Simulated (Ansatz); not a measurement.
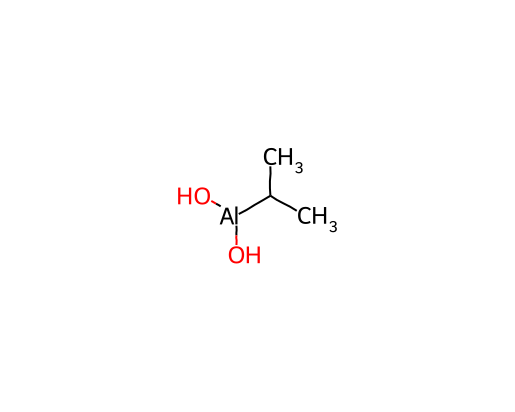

Structural formula above. The geometry was computed by an optimisation with PBE-D4/def2-SVP. No frequency run is at hand to confirm it as a minimum.

Describe the 3D structure.

The molecule is C3H9AlO2. Its SMILES string is `C[CH](C)[Al]([OH])[OH]`. Coordination: 3 C tetrahedral; 1 Al trigonal planar; 2 O bent.

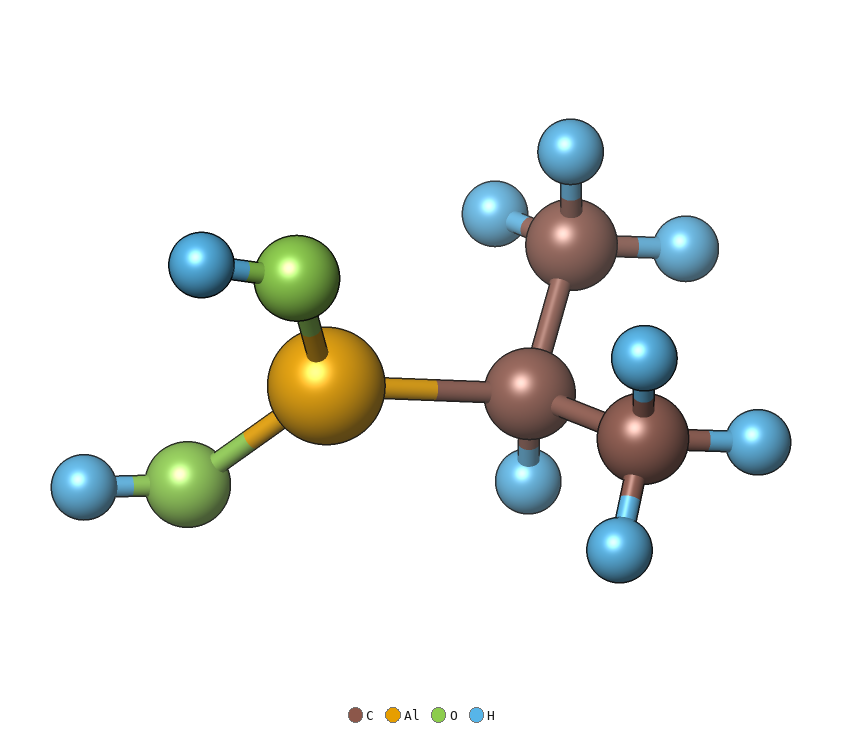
